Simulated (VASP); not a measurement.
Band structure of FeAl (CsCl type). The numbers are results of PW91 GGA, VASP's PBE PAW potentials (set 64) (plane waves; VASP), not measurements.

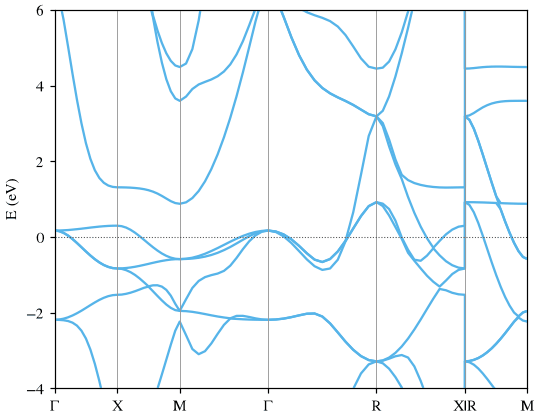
Figure: Bands along high-symmetry lines, zero at the valence-band maximum or, without a gap, the Fermi level

Question: Read the plot: is there a gap, and where are the band edges?

Answer: It has no gap at this level: it comes out as a metal or semimetal. (Edges off the drawn lines would not show.)

The compound is FeAl in the CsCl type structure. It was relaxed first. The run is not spin-polarised, so no magnetic state was tried. The electron count is odd and the run is not spin-polarised, which forces a metal.
